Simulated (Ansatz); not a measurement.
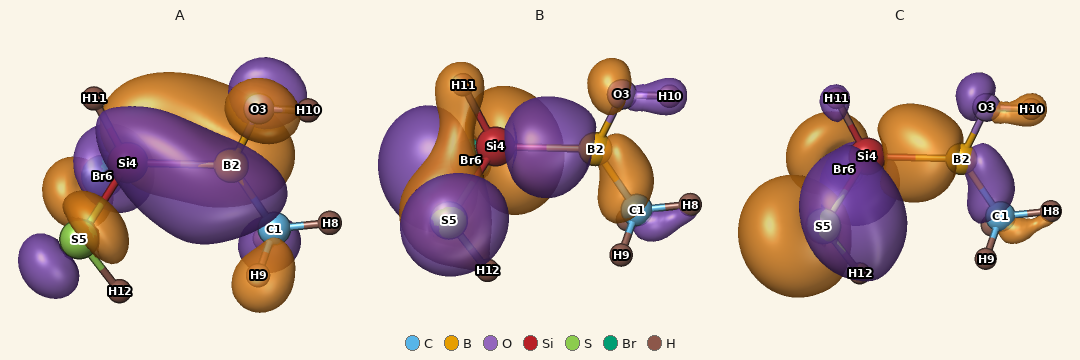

Figure. CH6BBrOSSi (SMILES CB(O)[SiH](S)Br). Three frontier orbitals at ±0.08 Å⁻³ᐟ² (orange and purple are the two phases), in no order.

Theory: Ansatz, RKS B3LYP/def2-SVP.

```xyz
12

C    -0.4027    1.4824   -0.3383
B     0.5728    0.4307    0.3119
O     1.8031    0.7401    0.7857
Si    0.0609   -1.5348    0.5092
S    -0.1914   -2.4984   -1.4150
Br   -1.8432   -1.6112    1.7570
H    -1.3564    1.5033    0.2179
H     0.0003    2.5099   -0.3720
H    -0.6633    1.1889   -1.3709
H     2.0362    1.6758    0.6845
H     1.0502   -2.4070    1.1962
H    -0.9893   -1.5350   -1.9323
```

Which picture is the HOMO−1, the HOMO and the LUMO?

Answer. B is the HOMO−1 (−7.37 eV). Its weight (Hirshfeld) is mainly on Br6 (about 55 %), S5 (about 20 %), Si4 (about 10 %) and B2 (about 10 %); largely a combination of lone pairs on Br6 and S5. C is the HOMO (−6.94 eV). It lies mainly on S5 (about 60 %), Br6 (about 10 %), Si4 (about 10 %) and B2 (about 10 %). A is the LUMO (−1.11 eV). By Hirshfeld shares it lies mainly on B2 (about 40 %), Si4 (about 20 %), O3 (about 15 %), Br6 (about 10 %) and S5 (about 5 %).

What is the HOMO–LUMO gap?

Answer. 5.83 eV between the orbital energies.
